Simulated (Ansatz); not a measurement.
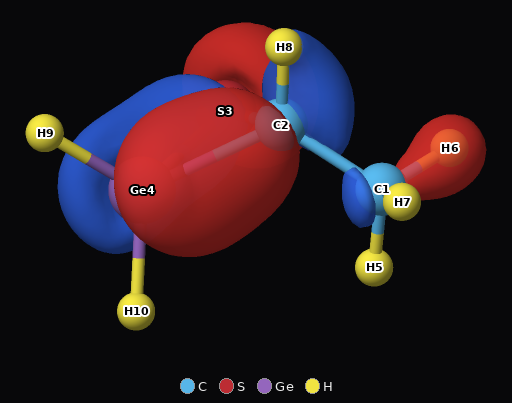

*C2H6GeS (SMILES C[CH]1[S][GeH2]1). The HOMO−1 at ±0.15 Å⁻³ᐟ² (blue and red are the two phases), seen across its widest extent.*

Method: Ansatz, RKS r2SCAN/def2-SVP.

```yaml
atoms:
  - { symbol: C, position_ang: [-0.6736, 0.3511, -1.1269] }
  - { symbol: C, position_ang: [-0.5296, -0.5016, 0.1109] }
  - { symbol: S, position_ang: [-1.9051, -0.3543, 1.3845] }
  - { symbol: Ge, position_ang: [-1.4239, -2.2120, 0.2916] }
  - { symbol: H, position_ang: [-1.6624, 0.2250, -1.5939] }
  - { symbol: H, position_ang: [-0.5577, 1.4204, -0.8810] }
  - { symbol: H, position_ang: [0.0986, 0.0901, -1.8703] }
  - { symbol: H, position_ang: [0.4582, -0.4410, 0.5893] }
  - { symbol: H, position_ang: [-0.7966, -3.3410, 1.1069] }
  - { symbol: H, position_ang: [-2.4072, -2.6291, -0.8002] }
```

Question: Where does this orbital lie, and at what energy?

Answer: By Hirshfeld shares it lies mainly on Ge4 (about 30 %), S3 (about 30 %) and C2 (about 25 %). Its energy is −6.46 eV.
